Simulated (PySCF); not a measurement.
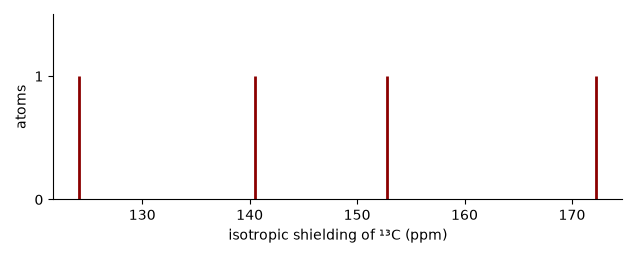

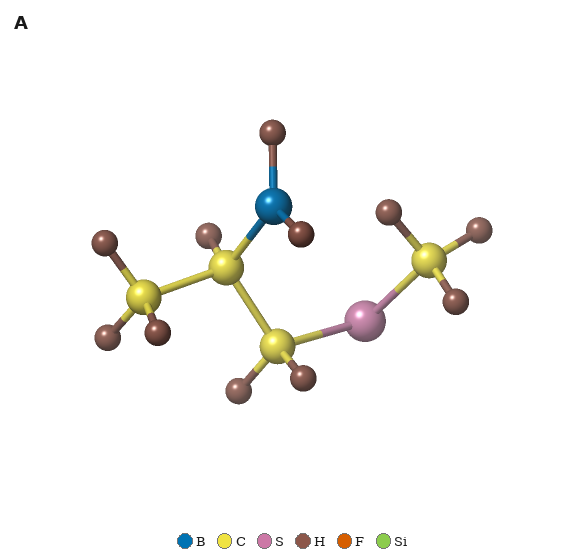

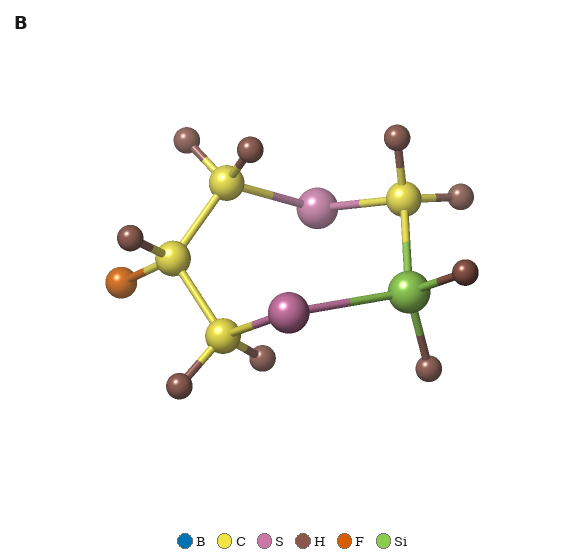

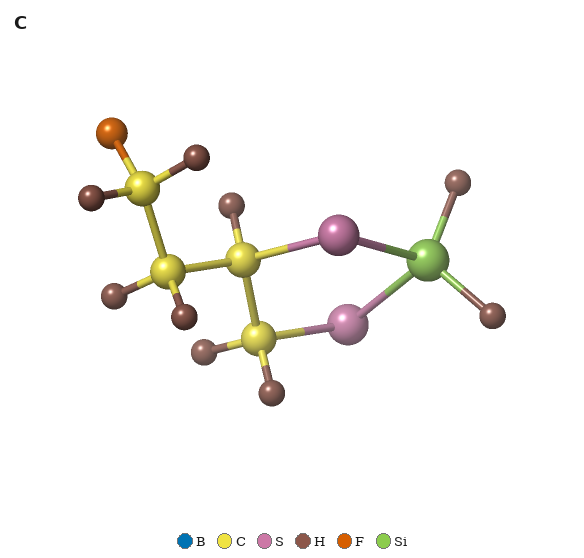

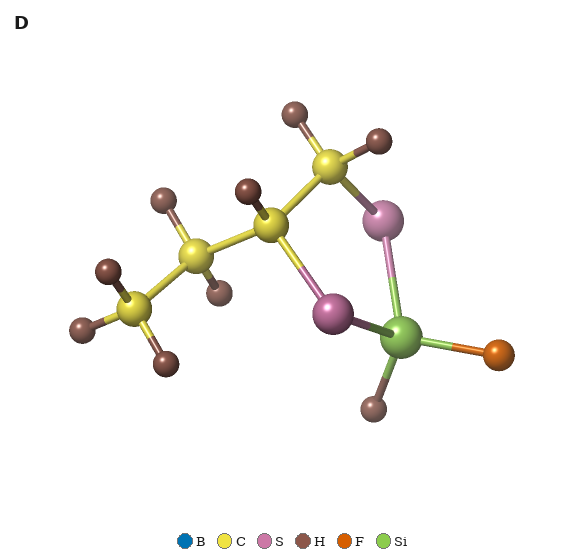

The sticks are computed shieldings of one of the molecules, for one fixed geometry (GFN2-xTB) without averaging over rotations. Low shielding means a high chemical shift. Method: GIAO PBE0/pcSseg-1 NMR shielding, non-relativistic, gas phase (PySCF 2.14.0).

Question: Match the spectrum to a structure.

Answer: D, `CC[C@@H]1CS[Si@@H](F)S1`. Its 4 C atoms give lines at 124.1, 140.5, 152.8, 172.3 ppm.

The geometry is semi-empirical. Around B, Si such bond lengths and angles can be off by a tenth of an ångström or more and by several degrees, and values that hang on the shape move with them.
